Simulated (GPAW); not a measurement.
The Be K edge of atom 1 in Be (Beryllium, P6_3/mmc), with 6 Be at 2.23 Å and 6 Be at 2.29 Å (anticuboctahedral, as in hcp, site symmetry -6m2), was computed in 2 ways: excited-electron core hole (neutral cell) and no core hole. Program and functional: GPAW, PBE, Gaussian full width 0.9 eV up to 4 eV, rising linearly to 3.5 eV at 25 eV; cells of 2 and 16 atoms (the run without a hole in the smaller).

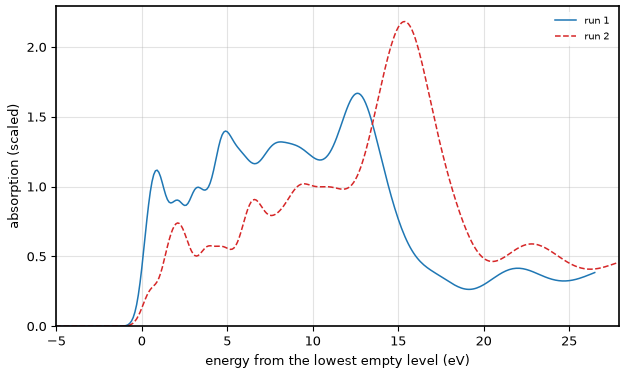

Each run is counted from its own lowest empty level or Fermi level and scaled to a mean of 1 over its first 20 eV.

Which run is which?

Run 1: excited-electron core hole (neutral cell) (area from −2 to 6 eV 6.4, main maxima 0.9 eV (1.12), 4.9 eV (1.40), 8.1 eV (1.32) and 12.6 eV (1.67)). Run 2: no core hole (area from −2 to 6 eV 3.2, main maxima 2.1 eV (0.74), 6.6 eV (0.91), 15.4 eV (2.18) and 22.8 eV (0.59)). With each curve scaled to its own mean, the area from −2 to 6 eV with the hole is 6.4 against 3.2, and the centre of weight from −1 to 20 eV moves by -3.0 eV: the hole pulls the absorber's empty states down.

[Hosts, paths, dates, database ids (printed as entryN), source tags and the programs' standing remarks are cut or masked in the printed files.]

[Lists of maxima count a maximum above −3 eV only where it reaches 4 % of the highest in the window and stands out from its surroundings by 2 % of it (1.5 % where it reaches 55 %); shoulders and weaker maxima are passed over, and of the rest the first, up to two pre-edge ones and the few strongest are named.]
